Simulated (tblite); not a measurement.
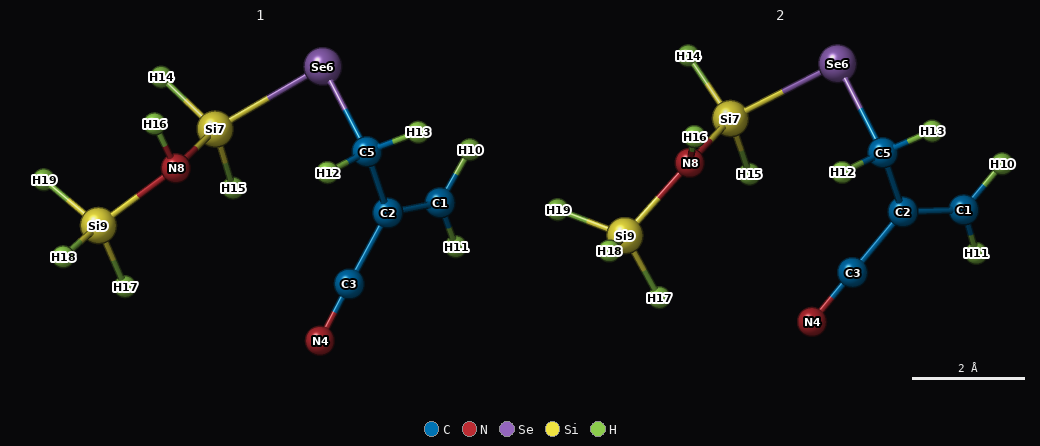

Two geometries of C₄H₁₀N₂SeSi₂, drawn at one scale. One is the start of a relaxation, the other its converged end. A ball-and-stick model, seen face on.

These are results of tblite, GFN2-xTB geometry optimisation, gas phase, not measurements. 

Which one is relaxed?

Structure 2 is the relaxed one. The energy falls by 48.4 kJ/mol in 109 geometry steps. The largest move after the best rigid fit is that of N4, 0.67 Å. Largest moves by element: N 0.67 Å, H 0.57 Å, C 0.40 Å, Si 0.29 Å, Se 0.12 Å. Among the contacts that change: Si7–N8 1.788 → 1.716 Å, C5–Se6 1.947 → 1.998 Å, N8–Si9 1.794 → 1.745 Å, C2–C3 1.450 → 1.416 Å. Among the angles between lasting bonds that change: Si7–N8–Si9 107.6° → 127.6°, Si7–N8–H16 106.4° → 115.4°, Si9–N8–H16 107.5° → 115.3°. The run took 2.1 s on 1 thread of Arm Neoverse N1 (shared host).
